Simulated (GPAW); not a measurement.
## A GW chain in GPAW: AlN (P6_3mc)

Wanted: ground state, empty states, screening and self-energy for AlN (P6_3mc).

Main program and level: GPAW 26.7.0; LDA and many-body steps on it, plane waves.

The database entry behind the starting cell differs from later determinations by our own check (inner coordinate u about 0.002 short), so it need not match the best structure at ambient conditions.

### Step 1. Starting point

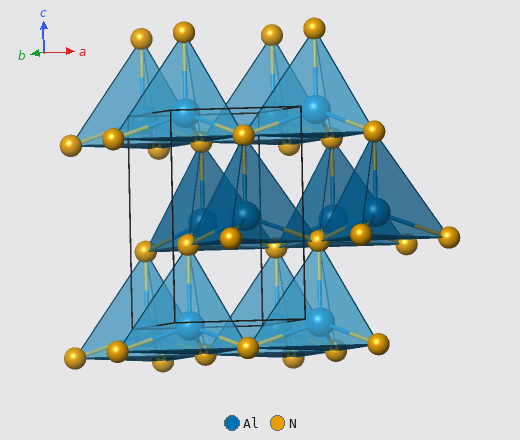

Start, viewed slightly off an axis; aluminium blue, nitrogen orange. 2×2×1 cells are drawn. Some periodic images of atoms are drawn too.

The cell and positions come from the Crystallography Open Database and are kept as given unless a step says otherwise.

### Step 2. Ground state

This step: GPAW 26.7.0; DFT, LDA, plane waves, PAW.

The ground-state density comes first.

run.py reads:

```python
import json
import numpy as np
from gpaw.mpi import world
from ase import Atoms
from gpaw import GPAW, PW, FermiDirac

atoms = Atoms(['Al', 'Al', 'N', 'N'],
    cell=[[3.1130000000, 0.0000000000, 0.0000000000],
      [-1.5565000000, 2.6959370820, 0.0000000000],
      [0.0000000000, 0.0000000000, 4.9810000000]],
    scaled_positions=[[0.3333333333, 0.6666666667, 0.0000000000],
      [0.6666666667, 0.3333333333, 0.5000000000],
      [0.3333333333, 0.6666666667, 0.3800000000],
      [0.6666666667, 0.3333333333, 0.8800000000]],
    pbc=(True, True, True))
calc = GPAW(mode=PW(600),
    xc='LDA',
    kpts={'size': (9, 9, 6), 'gamma': True},
    occupations=FermiDirac(0.001),
    nbands=-8,
    convergence={'density': 1e-6, 'bands': -3},
    maxiter=100,
    txt='gs.txt')
atoms.calc = calc
res = {'energy': atoms.get_potential_energy()}
kpts = calc.get_ibz_k_points()
res['kpts'] = kpts
res['eigenvalues'] = [calc.get_eigenvalues(kpt=k) for k in range(len(kpts))]
res['n_electrons'] = calc.get_number_of_electrons()
calc.write('gs.gpw')

if world.rank == 0:
    with open('result.json', 'w') as f:
        json.dump(res, f, default=lambda x: x.tolist())
```

Started as:

```sh
mpirun -n 4 gpaw python run.py
```

Numbers of over 12 decimals in the logs are rounded to 6 here.

The program printed:

```text
__  _  _
 | _ |_)|_||  |
 |__||  | ||/\| - 26.7.0

Input parameters:
  mode=PW(ecut=600.0),
  convergence={'density': 1e-06, 'bands': -3},
  kpts=MonkhorstPack(size=(9, 9, 6), gamma=True),
  maxiter=100,
  nbands=-8,
  occupations=Occupations(name='fermi-dirac', width=0.001, fixmagmom=False),
  xc=XC(name='LDA')
  [... matrices ...]
Diagonalizing LCAO Hamiltonian
Converting LCAO to pw mode

           N

           Al
        N

        Al

Atoms  # Å, Bohr magnetons
|   | symbol |         x |        y |        z |    initial magnetic moments |
| 0 |     Al | -0.000000 | 1.797291 | 0.000000 | ( 0.0000,  0.0000,  0.0000) |
| 1 |     Al |  1.556500 | 0.898646 | 2.490500 | ( 0.0000,  0.0000,  0.0000) |
| 2 |      N | -0.000000 | 1.797291 | 1.892780 | ( 0.0000,  0.0000,  0.0000) |
| 3 |      N |  1.556500 | 0.898646 | 4.383280 | ( 0.0000,  0.0000,  0.0000) |

Unit cell  # Å
| periodic |         x |        y |        z |  lengths |     angles |
|      yes |  3.113000 | 0.000000 | 0.000000 | 3.113000 |  90.000000 |
|      yes | -1.556500 | 2.695937 | 0.000000 | 3.113000 |  90.000000 |
|      yes |  0.000000 | 0.000000 | 4.981000 | 4.981000 | 120.000000 |

Number of symmetries: 6
Symmetry operations  # r_c * U_cc + t_c -> r_c
|   | kind |            matrix            |
| 0 |  σ   |  1, 1, 0,  0,-1, 0,  0, 0, 1 |
| 1 |  E   |  1, 0, 0,  0, 1, 0,  0, 0, 1 |
| 2 |  C3  |  0, 1, 0, -1,-1, 0,  0, 0, 1 |
| 3 |  σ   |  0,-1, 0, -1, 0, 0,  0, 0, 1 |
| 4 |  σ   | -1, 0, 0,  1, 1, 0,  0, 0, 1 |
| 5 |  C3  | -1,-1, 0,  1, 0, 0,  0, 0, 1 |

BZ-sampling:
  Number of BZ points: 486
  Number of IBZ points: 62

  Monkhorst-Pack size: [9, 9, 6]
  Monkhorst-Pack shift: [0.0, 0.0, 0.083333]

K-points  # in reciprocal-cell coordinates
|     |                                coordinates |     weight |
|   0 | (  0.00000000,   0.00000000,   0.00000000) | 0.00205761 |
|   1 | (  0.00000000,   0.00000000,   0.16666667) | 0.00411523 |
|   2 | (  0.00000000,   0.00000000,   0.33333333) | 0.00411523 |
|   3 | (  0.00000000,   0.00000000,   0.50000000) | 0.00205761 |
|   4 | (  0.11111111,   0.00000000,  -0.33333333) | 0.01234568 |
|   5 | (  0.11111111,   0.00000000,  -0.16666667) | 0.01234568 |
|   6 | (  0.11111111,   0.00000000,   0.00000000) | 0.01234568 |
|   7 | (  0.11111111,   0.00000000,   0.16666667) | 0.01234568 |
|   8 | (  0.11111111,   0.00000000,   0.33333333) | 0.01234568 |
|   9 | (  0.11111111,   0.00000000,   0.50000000) | 0.01234568 |
| ... |                                            |            |
|  61 | (  0.44444444,   0.44444444,   0.50000000) | 0.01234568 |

Plane wave coefficients: 1412
Cutoff: 600.0 eV

Spin-components: 1 (collinear spins)
Bands:           16
Projectors:      20
Spin-degeneracy: 2
Datatype:        complex128

  Storage: CPU
  Wave functions: 22_014_464 bytes (5_503_616 per core)
  Projectors: 31_645_792 bytes (7_911_448 per core)
  [... matrices ...]
Parallelization:
  kpt:    4
  domain: 1
  band:   1

Density:
  Valence electrons: 16.0
  Components: 1
  Grid points: [18 18 30]
  Charge: 0.0  # |e|

Potential:
  Grid points: [18 18 30]

species:
  Al:
    name:    Aluminium
    Z:       13.0
    valence: 3
    core:    10
    charge:  0.0  # [|e|]
    compensation charges:
      type: gauss
      rc: 0.34  # [Å]
      lmax: 2
    cutoffs:
      filter: 1.91  # [Å]
      core: 2.36  # [Å]
    projectors
    | kind |    occ | energy [eV] | rcut [Å] |
    |   3s |  2.000 |      -7.830 |    1.085 |
    |   3p |  1.000 |      -2.783 |    1.085 |
    |    s |        |      19.382 |    1.085 |
    |    p |        |      24.428 |    1.085 |
    |    d |        |       0.000 |    1.085 |

    Using partial waves for Al as LCAO basis

  N:
    name:    Nitrogen
    Z:       7.0
    valence: 5
    core:    2
    charge:  0.0  # [|e|]
    compensation charges:
      type: gauss
      rc: 0.18  # [Å]
      lmax: 2
    cutoffs:
      filter: 1.11  # [Å]
      core: 0.96  # [Å]
    projectors
    | kind |    occ | energy [eV] | rcut [Å] |
    |   2s |  2.000 |     -18.420 |    0.603 |
    |   2p |  3.000 |      -7.237 |    0.529 |
    |    s |        |       8.791 |    0.603 |
    |    p |        |      19.974 |    0.529 |
    |    d |        |       0.000 |    0.577 |

    Using partial waves for N as LCAO basis

Reference energy: -16098.591502  # eV

eigensolver:
  PPCG
  Converge bands: -3
  niter=2

density mixing:
  MSR1-Mixer
  Pratt-step length: 0.05
  Maximum mixing coefficient: 0.75
  Old densities: 10
  SVD Regularization: 0.005
  Good broyden scale: 1.0
  Trust region scale: 1.0
  Backstep threshold: 4.0
  History deletion threshold: 6.0
  Fourier metric: weight=20.0, sigma=0.015

occupation numbers:
  Fermi-Dirac:
    width: 0.0010  # eV

poisson solver:
  ecut: 4800.0  # eV

xc functional:
  name: None

Initialization done in: 1.726 s

convergence criteria:
- Maximum integral of absolute [dens]ity change: 1e-06 electrons / valence electron
- Maximum [total energy] change in last 3 cyles: 0.0005 eV / valence electron
- Maximum integral of absolute [eigenst]ate change: 4e-08 eV^2 / valence electron
maximum number of iterations: 100

SCF iterations
|iter     |     time |      energy | eigst |  dens |
|iter:   1|  |  -36.637597 | +0.82 |       |
|iter:   2|  |  -35.599262 | -0.53 | -0.55 |
|iter:   3|  |  -32.525229 | -0.47 | -0.61 |
|iter:   4|  |  -32.502560 | -2.28 | -1.25 |
|iter:   5|  |  -32.498826 | -2.97 | -1.57 |
|iter:   6|  |  -32.498882c| -4.22 | -2.74 |
|iter:   7|  |  -32.498893c| -5.21 | -3.15 |
|iter:   8|  |  -32.498893c| -6.01 | -4.36 |
|iter:   9|  |  -32.498893c| -7.04 | -5.00 |
|iter:  10|  |  -32.498893c| -7.64c| -6.03c|

Converged in 10 steps
SCF loop duration: 4.275 s (0.427 s/step)
Energy contributions relative to reference atoms: (reference = -16098.591502)
  [... matrices ...]
Energy contributions:
  Kinetic:          32.153303
  Coulomb:         -27.304813
  Zero:             -0.041917
  External:          0.000000
  Xc:              -37.305466
  Entropy:          -0.000000
  Spinorbit:         0.000000
  ----------------------------
  Free energy:     -32.498893
  Extrapolated:    -32.498893

dipole moment: (-0.000001, -0.000001, -6.848904)  # |e|*Ang

Fermi level: 6.282
Eigenvalues  # (at kpt = [0.000, 0.000, 0.000])
| band index |      eig [eV] | occ [0-2] |
|          0 |        -9.184 |     2.000 |
|          1 |        -6.967 |     2.000 |
|          2 |        -0.185 |     2.000 |
|          3 |         5.018 |     2.000 |
|          4 |         5.018 |     2.000 |
|          5 |         5.672 |     2.000 |
|          6 |         5.672 |     2.000 |
|          7 |         5.854 |     2.000 |
|          8 |        10.100 |     0.000 |
|          9 |        12.405 |     0.000 |
|         10 |        16.363 |     0.000 |
|         11 |        16.823 |     0.000 |
|         12 |        16.823 |     0.000 |
|         13 |        18.788 |     0.000 |
|         14 |        18.817 |     0.000 |
|         15 |        18.817 |     0.000 |

Gap: 4.245 eV
Transition (v -> c):
  (s=0, k=0, n=7, [0.00, 0.00, 0.00]) -> (s=0, k=0, n=8, [0.00, 0.00, 0.00])
No difference between direct/indirect transitions
# Writing to gs.gpw (mode='')
  [... matrices ...]
```

It took 7.8 s on 4 MPI ranks of Intel Xeon Platinum 8488C (Sapphire Rapids), shared host; peak memory 0.67 GiB; 30 s of CPU time.

This step gave:

```yaml
total_energy: -32.50 eV
gap: 4.245 eV
k_of_the_valence_top: 0, 0, 0
k_of_the_conduction_bottom: 0, 0, 0
least_direct_gap: 4.245 eV
```

The gap is direct, at Γ.

### Step 3. Bands along the symmetry lines

Levels along a band path, at the cheap level, show where the edges lie and whether the meshes to come will hold them.

run.py reads:

```python
import json
import numpy as np
from gpaw.mpi import world
from gpaw import GPAW

path = [[0.000000, 0.000000, 0.000000],
    [0.062500, 0.000000, 0.000000],
    [0.125000, 0.000000, 0.000000],
    [0.187500, 0.000000, 0.000000],
    [0.250000, 0.000000, 0.000000],
    [0.312500, 0.000000, 0.000000],
    [0.375000, 0.000000, 0.000000],
    [0.437500, 0.000000, 0.000000],
    [0.500000, 0.000000, 0.000000],
    [0.479167, 0.041667, 0.000000],
    [0.458333, 0.083333, 0.000000],
    [0.437500, 0.125000, 0.000000],
    [0.416667, 0.166667, 0.000000],
    [0.395833, 0.208333, 0.000000],
    [0.375000, 0.250000, 0.000000],
    [0.354167, 0.291667, 0.000000],
    [0.333333, 0.333333, 0.000000],
    [0.291667, 0.291667, 0.000000],
    [0.250000, 0.250000, 0.000000],
    [0.208333, 0.208333, 0.000000],
    [0.166667, 0.166667, 0.000000],
    [0.125000, 0.125000, 0.000000],
    [0.083333, 0.083333, 0.000000],
    [0.041667, 0.041667, 0.000000],
    [0.000000, 0.000000, 0.000000],
    [0.000000, 0.000000, 0.062500],
    [0.000000, 0.000000, 0.125000],
    [0.000000, 0.000000, 0.187500],
    [0.000000, 0.000000, 0.250000],
    [0.000000, 0.000000, 0.312500],
    [0.000000, 0.000000, 0.375000],
    [0.000000, 0.000000, 0.437500],
    [0.000000, 0.000000, 0.500000],
    [0.062500, 0.000000, 0.500000],
    [0.125000, 0.000000, 0.500000],
    [0.187500, 0.000000, 0.500000],
    [0.250000, 0.000000, 0.500000],
    [0.312500, 0.000000, 0.500000],
    [0.375000, 0.000000, 0.500000],
    [0.437500, 0.000000, 0.500000],
    [0.500000, 0.000000, 0.500000],
    [0.479167, 0.041667, 0.500000],
    [0.458333, 0.083333, 0.500000],
    [0.437500, 0.125000, 0.500000],
    [0.416667, 0.166667, 0.500000],
    [0.395833, 0.208333, 0.500000],
    [0.375000, 0.250000, 0.500000],
    [0.354167, 0.291667, 0.500000],
    [0.333333, 0.333333, 0.500000],
    [0.291667, 0.291667, 0.500000],
    [0.250000, 0.250000, 0.500000],
    [0.208333, 0.208333, 0.500000],
    [0.166667, 0.166667, 0.500000],
    [0.125000, 0.125000, 0.500000],
    [0.083333, 0.083333, 0.500000],
    [0.041667, 0.041667, 0.500000],
    [0.000000, 0.000000, 0.500000],
    [0.500000, 0.000000, 0.500000],
    [0.500000, 0.000000, 0.437500],
    [0.500000, 0.000000, 0.375000],
    [0.500000, 0.000000, 0.312500],
    [0.500000, 0.000000, 0.250000],
    [0.500000, 0.000000, 0.187500],
    [0.500000, 0.000000, 0.125000],
    [0.500000, 0.000000, 0.062500],
    [0.500000, 0.000000, 0.000000],
    [0.333333, 0.333333, 0.500000],
    [0.333333, 0.333333, 0.437500],
    [0.333333, 0.333333, 0.375000],
    [0.333333, 0.333333, 0.312500],
    [0.333333, 0.333333, 0.250000],
    [0.333333, 0.333333, 0.187500],
    [0.333333, 0.333333, 0.125000],
    [0.333333, 0.333333, 0.062500],
    [0.333333, 0.333333, 0.000000]]
calc = GPAW('gs.gpw').fixed_density(kpts=path,
    symmetry='off',
    nbands=18,
    convergence={'bands': 14},
    txt='bands.txt')
res = {}
kpts = calc.get_ibz_k_points()
res['kpts'] = kpts
res['eigenvalues'] = [calc.get_eigenvalues(kpt=k) for k in range(len(kpts))]
res['n_electrons'] = calc.get_number_of_electrons()

if world.rank == 0:
    with open('result.json', 'w') as f:
        json.dump(res, f, default=lambda x: x.tolist())
```

Started as:

```sh
mpirun -n 4 gpaw python run.py
```

The program printed:

```text
Diagonalizing LCAO Hamiltonian
Converting LCAO to pw mode
convergence criteria:
- Maximum integral of absolute [eigenst]ate change: 4e-08 eV^2 / valence electron
maximum number of iterations: 100

SCF iterations
|iter     |     time |      energy | eigst |  dens |
|iter:   1|  |             | +1.04 |       |
|iter:   2|  |             | -0.50 |       |
|iter:   3|  |             | -2.05 |       |
|iter:   4|  |             | -3.47 |       |
|iter:   5|  |             | -4.72 |       |
|iter:   6|  |             | -5.93 |       |
|iter:   7|  |             | -6.89 |       |
|iter:   8|  |             | -7.98c|       |
SCF steps: 8
  __  _  _
 | _ |_)|_||  |
 |__||  | ||/\| - 26.7.0

Input parameters:
  mode=PW(ecut=600.0),
  convergence={'bands': 14},
  gpts=array([18, 18, 30]),
  kpts=KPoints(kpts=array([[0.      , 0.      , 0.      ],
         [0.0625  , 0.      , 0.      ],
         [0.125   , 0.      , 0.      ],
         [0.1875  , 0.      , 0.      ],
[...]
[0.479167, 0.041667, 0.      ],
         [0.458333, 0.083333, 0.      ],
[...]
[0.416667, 0.166667, 0.      ],
[...]
[0.5     , 0.      , 0.0625  ],
         [0.5     , 0.      , 0.      ],
[...]
[0.333333, 0.333333, 0.125   ],
         [0.333333, 0.333333, 0.0625  ],
         [0.333333, 0.333333, 0.      ]])),
  maxiter=100,
  nbands=18,
  occupations=Occupations(name='fermi-dirac', width=0.001, fixmagmom=False),
  parallel={},
  symmetry=Symmetry(point_group=False, time_reversal=False),
  xc=XC(name='LDA')
  [... matrices ...]
timing:  # [seconds]
  Total: 0.028  # ━━━━━━━━━━━━━━━━━━━━━━━━━━━━━━━━━━━━━━━━━━━━━━━━━━━━━━━━━━━
```

It took 7.5 s on 4 MPI ranks; peak memory 0.72 GiB.

Numbers from this step:

```yaml
gap: 4.245 eV
k_of_the_valence_top: 0, 0, 0
k_of_the_conduction_bottom: 0, 0, 0
least_direct_gap: 4.245 eV
```

The gap is 4.245 eV, as in the run before at this level.

Electronic bands along the path, in eV, zero at the top of the highest filled band; v1 is the highest filled band, c1 the lowest empty one:

```
    point     v4     v3     v2     v1    c1    c2     c3     c4
        Γ  -0.84  -0.18  -0.18   0.00  4.25  6.55  10.51  10.97
        M  -3.37  -2.09  -1.80  -0.67  5.67  5.69   8.11  10.18
        K  -3.80  -2.45  -2.40  -2.40  4.91  8.25   9.58   9.58
        Γ  -0.84  -0.18  -0.18   0.00  4.25  6.55  10.51  10.97
        A  -0.52  -0.52  -0.52  -0.52  6.43  6.43  10.18  10.18
        L  -1.45  -1.45  -1.37  -1.37  5.21  5.21   9.11   9.11
        H  -3.88  -3.88  -0.79  -0.79  7.31  7.31   7.74   7.74
        A  -0.52  -0.52  -0.52  -0.52  6.43  6.43  10.18  10.18
jump to L  -1.45  -1.45  -1.37  -1.37  5.21  5.21   9.11   9.11
        M  -3.37  -2.09  -1.80  -0.67  5.67  5.69   8.11  10.18
jump to H  -3.88  -3.88  -0.79  -0.79  7.31  7.31   7.74   7.74
        K  -3.80  -2.45  -2.40  -2.40  4.91  8.25   9.58   9.58
```

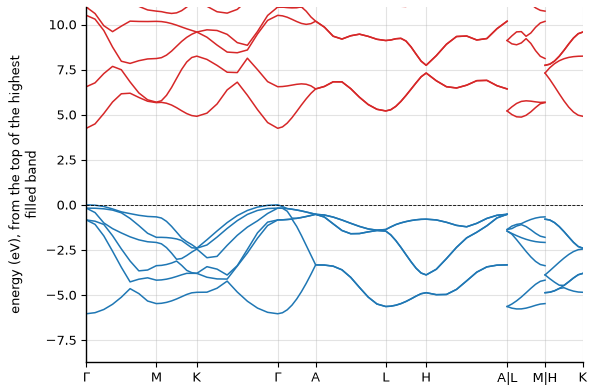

Electronic bands along the path; lines of filled and empty bands in two colours.

### Step 4. Empty states on the mesh, 6×6×4 mesh, 503 bands

The sums over transitions need many empty states on a uniform mesh; this step solves for them.

run.py reads:

```python
import json
import numpy as np
from gpaw.mpi import world
from gpaw import GPAW

calc = GPAW('gs.gpw').fixed_density(kpts={'size': (6, 6, 4), 'gamma': True},
    parallel={'domain': 1, 'band': 1},
    txt='nscf.txt')
calc.diagonalize_full_hamiltonian(nbands=503)
calc.write('full.gpw', mode='all')
res = {}
kpts = calc.get_ibz_k_points()
res['kpts'] = kpts
res['eigenvalues'] = [calc.get_eigenvalues(kpt=k) for k in range(len(kpts))]
res['n_electrons'] = calc.get_number_of_electrons()

if world.rank == 0:
    with open('result.json', 'w') as f:
        json.dump(res, f, default=lambda x: x.tolist())
```

Started as:

```sh
mpirun -n 4 gpaw python run.py
```

The program printed:

```text
Diagonalizing LCAO Hamiltonian
Converting LCAO to pw mode
convergence criteria:
- Maximum integral of absolute [eigenst]ate change: 4e-08 eV^2 / valence electron
maximum number of iterations: 100

SCF iterations
|iter     |     time |      energy | eigst |  dens |
|iter:   1|  |             | +0.96 |       |
|iter:   2|  |             | -0.56 |       |
|iter:   3|  |             | -1.61 |       |
[...]
|iter:   7|  |             | -5.97 |       |
|iter:   8|  |             | -6.59 |       |
|iter:   9|  |             | -7.62c|       |
SCF steps: 9
  __  _  _
 | _ |_)|_||  |
 |__||  | ||/\| - 26.7.0

Input parameters:
  mode=PW(ecut=600.0),
  convergence={'density': 1e-06, 'bands': -3},
  gpts=array([18, 18, 30]),
  kpts=MonkhorstPack(size=(6, 6, 4), gamma=True),
  maxiter=100,
  nbands=16,
  occupations=Occupations(name='fermi-dirac', width=0.001, fixmagmom=False),
  parallel={'domain': 1, 'band': 1},
  xc=XC(name='LDA')
Matrix size: 1412x1412
# Writing to full.gpw (mode='all')
  [... matrices ...]

timing:  # [seconds]
  Total: 12.972  # ━━━━━━━━━━━━━━━━━━━━━━━━━━━━━━━━━━━━━━━━━━━━━━━━━━━━━━━━━━
```

The job ended after 18 s (4 MPI ranks; peak memory 1.7 GiB; 70 s of CPU time).

Numbers from this step:

```yaml
gap: 4.245 eV
k_of_the_valence_top: 0, 0, 0
k_of_the_conduction_bottom: 0, 0, 0
least_direct_gap: 4.245 eV
k_points_computed: 24
lowest_point_of_the_top_converged_band_above_the_valence_top: 282.9661 eV
```

On this mesh the gap is 4.245 eV.

(Continued in part 2 of 2.)

[Paths, hosts, dates, memory and timing lines, banners, echoed tables and standing remarks are left out of the program output.]

[Logs are printed without paths, hosts, clocks, repeated set-up lines and the standing remarks that a program may print on its own settings, such as how far it seeks lower states.]

[Runs of the session that timed out or met a known fault of the program may be left out.]

[Hosts, paths, dates, database ids (printed as entryN), source tags and the programs' standing remarks are cut or masked in the printed files.]
